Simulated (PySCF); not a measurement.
# C7H12BN (SMILES [BH3-][n+]1cccc(C)c1C): what the fields show

Input file:

```
{"job": {"kind": "nmr", "xc": "PBE0", "basis": "pcSseg-1"}, "charge": 0, "multiplicity": 1}
B     -2.128537    -1.444067     0.010319
N     -1.161781    -0.212455     0.061419
C     -1.687654     1.011463     0.067122
C     -0.920511     2.153237     0.114297
C      0.458627     2.021091     0.157023
C      1.021623     0.753178     0.149622
C      2.512752     0.603760     0.193746
C      0.171700    -0.360036     0.100810
C      0.702658    -1.748798     0.088964
H     -1.913600    -2.098480     0.989776
H     -3.249880    -1.040126    -0.015635
H     -1.854898    -2.062392    -0.977597
H     -2.764525     1.056633     0.033433
H     -1.389387     3.123882     0.116730
H      1.092199     2.894733     0.195764
H      2.819496     0.040180     1.073453
H      2.986767     1.581295     0.231887
H      2.877056     0.082808    -0.690389
H      0.344466    -2.260092    -0.803642
H      1.785063    -1.780920     0.122858
H      0.289444    -2.297951     0.934270
```

Run with:

```sh
OMP_NUM_THREADS=1 python probes_run.py task.json out
```

Geometry: GFN2-xTB.

Level of theory: PySCF, PBE0/pcSseg-1, SCF density, gas phase, non-relativistic.

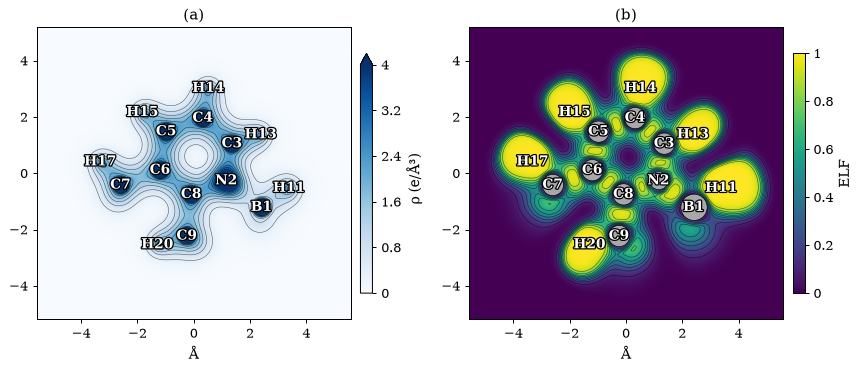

Figure 1. (a) electron density; (b) ELF on the plane of atoms C6, C8 and C9. Grey discs cover the atomic cores in the ELF map.

> What does the map show?

The plane passes through B, N, C and H nuclei. C–N (1.33 Å): ρ at the midpoint is about 2.5 e/Å³; the ELF peaks at about 0.90 between the atoms; a covalent bond. C–C (1.38 Å): ρ is about 2.1 e/Å³ halfway; the ELF peaks at about 0.95 between the atoms; localised, covalent bonding. B–N (1.57 Å): ρ at the midpoint is about 1.3 e/Å³; the ELF peaks at about 0.95 between the atoms, as expected for a shared but strongly polarised pair. C–H (1.08 Å): ρ at the midpoint is about 2.1 e/Å³; the ELF climbs to about 1 towards the hydrogen, as it does in any bond to H: an ordinary covalent bond to hydrogen. C–C (1.49 Å): ρ at the midpoint is about 1.8 e/Å³; the ELF peaks at about 0.95 between the atoms (localised, covalent bonding).

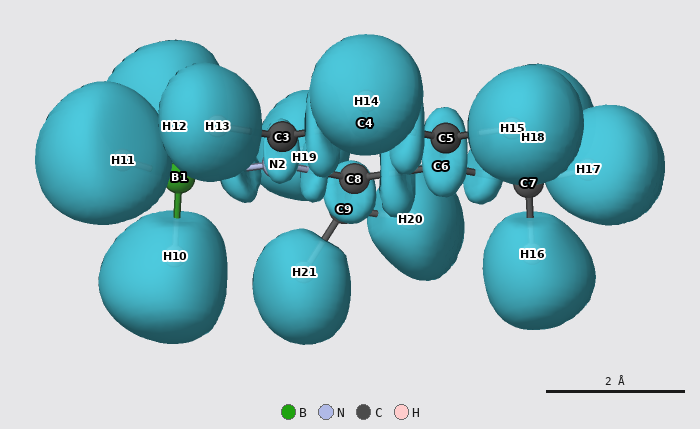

Figure 2. Isosurface of the electron localisation function at 0.85 (cyan), seen from one side. Core shells and regions of very low density are left out.

> Identify the bonds, lone pairs and shells in this picture.

The ELF exceeds this value in one region between bonded B–N atoms (shared pairs), six regions between bonded C–C atoms (shared pairs), two regions between bonded C–N atoms (shared pairs) and twelve regions around hydrogen nuclei.

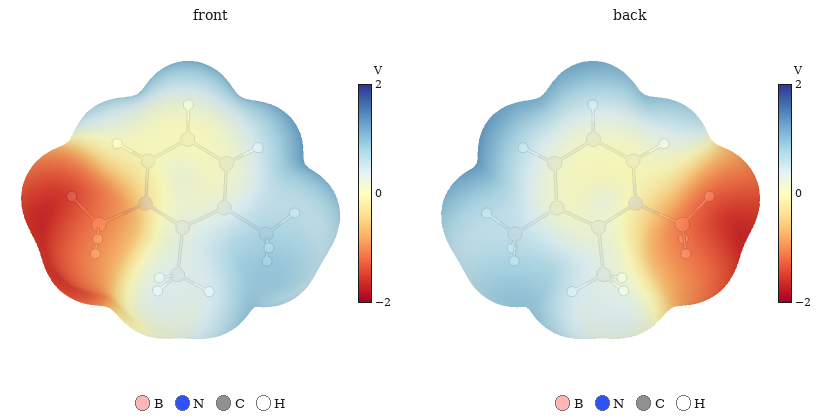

Figure 3. The molecular electrostatic potential painted on the density surface at 0.001 e/bohr³, seen from the front and from behind; the colour scale runs from red (negative) to blue (positive).

> Describe the electrostatic potential map.

The most negative region (about −1.7 V, or −39 kcal/mol for a unit charge) lies over H11, the most positive (about +1.3 V, or +30 kcal/mol for a unit charge) over H15 and H17.

> What dipole moment does the calculation give?

Its dipole moment is 6.35 D.
